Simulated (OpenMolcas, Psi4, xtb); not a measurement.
SiClOF2 (SMILES [O][Si](F)(F)Cl): the vertical energy of the quartet above the doublet, rung by rung

SiClOF2: 5 atoms, total charge 0, spin state doublet. SMILES: `[O][Si](F)(F)Cl`. Geometry: relaxed at PBE0-D4/def2-TZVP.

```
atom    x (Å)    y (Å)    z (Å)
   O  -0.1731   0.0487   1.6224
  Si   0.0710  -0.0922   0.0056
   F  -0.3746  -1.4933  -0.5427
   F   1.5817   0.0744  -0.3839
  Cl  -1.0551   1.3887  -0.7428
```

Each level gives the vertical energy of the quartet above the doublet (eV). The values are calculated.

| level | kind | program | value (eV) | CPU time (all runs) |
| --- | --- | --- | --- | --- |
| GFN0-xTB | semi-empirical | xtb | 6.62 | under 2 s |
| UHF/def2-SVP | Hartree–Fock | Psi4 | 9.39 | 13 s |
| USVWN5/def2-SVP | LDA | OpenMolcas | 7.98 | 67 s |
| U-revPBE/def2-SVP | GGA | OpenMolcas | 7.88 | 79 s |
| UBLYP/def2-SVP | GGA | OpenMolcas | 8.02 | 92 s |
| U-r2SCAN/def2-SVP | meta-GGA | OpenMolcas | 8.49 | 1.8 min |
| UB3LYP/def2-SVP | global hybrid | OpenMolcas | 8.63 | 82 s |
| UMP2/def2-SVP | perturbation theory | Psi4 | 9.96 | 13 s |
| UCCSD/def2-SVP | coupled cluster or CI | Psi4 | 9.68 | 2.5 min |

The values span 6.62 to 9.96 eV. The xTB rows lack spin polarisation, so open shells miss the exchange term that lowers them. CPU times are rough (shared hosts, several kinds of processor): they show what a rung costs within a factor of a few.

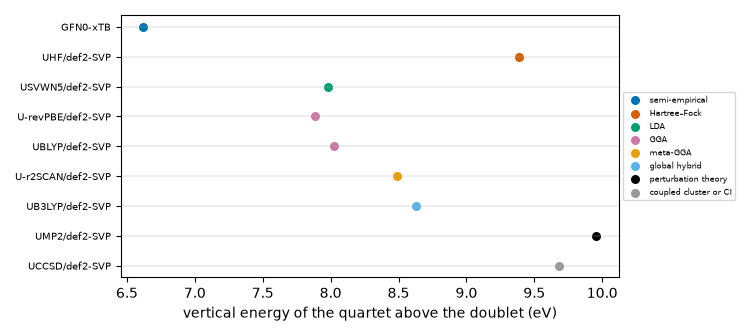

The values of the table, level by level.
